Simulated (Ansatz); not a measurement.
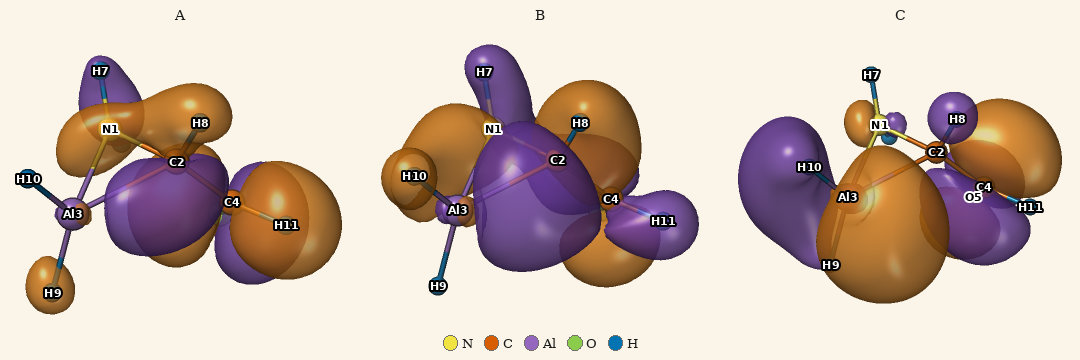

*C2H6AlNO. Three frontier orbitals at ±0.08 Å⁻³ᐟ² (orange and purple are the two phases), in no order.*

All numbers below come from RKS PBE0-D4/def2-SVP (Ansatz).

```tsv
atom	x (Å)	y (Å)	z (Å)
N	0.2627	0.8588	0.7910
C	0.3082	0.2501	-0.5664
Al	1.3263	-0.8132	0.8170
C	-1.0034	-0.2177	-0.9705
O	-1.9689	-0.2031	-0.2271
H	-0.7228	0.8229	1.0914
H	0.6195	1.8100	0.8525
H	0.9167	0.7777	-1.3080
H	0.5667	-2.0018	1.5315
H	2.8800	-0.4995	0.8748
H	-1.0728	-0.6325	-2.0044
```

Which picture is the HOMO−1, the HOMO and the LUMO?

Answer. A is the HOMO−1 (−7.55 eV). By Hirshfeld shares it lies mainly on O5 (about 55 %), C2 (about 15 %), C4 (about 10 %) and H11 (about 5 %). B is the HOMO (−7.04 eV). It lies mainly on C2 (about 30 %), O5 (about 25 %), Al3 (about 15 %), N1 (about 10 %) and C4 (about 10 %). C is the LUMO (−0.38 eV). Its weight (Hirshfeld) is mainly on Al3 (about 35 %), C4 (about 25 %), O5 (about 20 %) and C2 (about 5 %).

What is the HOMO–LUMO gap?

Answer. 6.66 eV between the orbital energies.
